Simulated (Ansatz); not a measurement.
## Convergence study of the k-point mesh for AgO (P1, 8 atoms in the cell)

```yaml
crystal:
  lattice:
    - [5.77984, 0.00000, 0.00000]
    - [0.00000, 3.51371, 0.00000]
    - [-1.64077, 0.00000, 5.26776]
  atoms:
    - { symbol: Ag, position: [0.00269, 0.50000, 0.50949] }
    - { symbol: Ag, position: [0.00000, 0.00000, 0.00000] }
    - { symbol: Ag, position: [0.50000, 0.50000, 0.00000] }
    - { symbol: Ag, position: [0.50000, 0.00000, 0.50000] }
    - { symbol: O, position: [0.70759, 0.16593, 0.28024] }
    - { symbol: O, position: [0.29241, 0.83407, 0.71976] }
    - { symbol: O, position: [0.29241, 0.66593, 0.21976] }
    - { symbol: O, position: [0.70759, 0.33407, 0.78024] }
```

Computed with PBEsol, default PAW files made with PBE (plane waves; Ansatz, a quantum-chemistry and plane-wave program).

Base settings: basis.ecutwfc = 420 eV; kpoints.mp_grid.grid = 4 6 4; hamiltonian.xc = pbesol; hamiltonian.pseudopotentials = {kind: paw} (the program's default PAW files); scf.occupations.method = fermi_dirac; scf.occupations.width = 0.1 eV.

Only quantities that move along the ladder and can be compared are tabulated.

The starting cell comes from a database of computed structures (which also holds hypothetical and non-ambient phases and stackings), without a prior relaxation at this level. Its lattice was rescaled by up to half a per cent. One atom was moved a little off its site on purpose. Ansatz's pressure includes its estimate of the finite-basis (Pulay) stress. A gap is left out here, as mesh or smearing make it unsure.

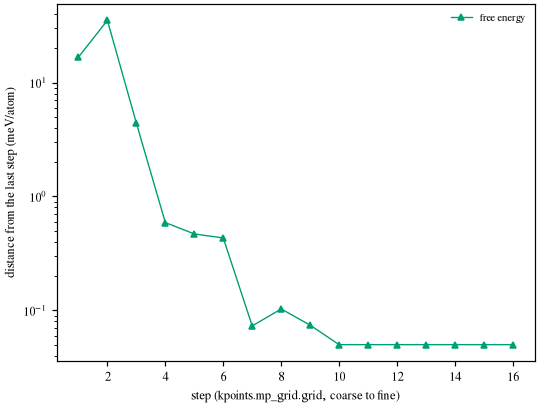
Distance from the last step along the ladder; very small values are drawn at a floor.

```csv
kpoints.mp_grid.grid,free energy less the last step's (meV/atom),pressure (GPa),largest difference of a force vector from the last step's (eV/Å)
1 2 1,-16.70,-0.72,0.357
2 2 2,35.14,-0.20,0.154
2 3 2,4.40,-0.94,0.062
3 4 3,-0.59,-1.01,0.004
3 5 3,-0.47,-1.01,0.003
3 5 4,-0.43,-1.01,0.002
4 6 4,-0.07,-1.01,0.003
4 7 5,-0.10,-1.01,0.001
5 7 5,-0.07,-1.01,0.002
5 8 6,-0.01,-1.01,0.001
6 9 6,0.01,-1.01,0.000
7 10 7,0.00,-1.01,0.000
7 11 8,0.00,-1.01,0.000
8 12 8,0.00,-1.01,0.000
9 13 9,0.00,-1.01,0.000
10 15 10,0.00,-1.01,0.000
11 17 11,0.00,-1.01,0.000
```

Coarsest kpoints.mp_grid.grid that holds the pressure within 0.2 GPa of the last step, with all finer ones: 2 3 2; the step before is off by 0.80 GPa.

Coarsest kpoints.mp_grid.grid that holds the free energy within 2 meV/atom of the last step, with all finer ones: 3 4 3; the step before is off by 4.4 meV/atom.

Coarsest kpoints.mp_grid.grid that holds the forces within 0.02 eV/Å of the last step, with all finer ones: 3 4 3; the step before is off by 0.062 eV/Å.

Left out of this page: 1 run of the series stopped by limits of time or memory.

Keys are those of Ansatz 0.2.
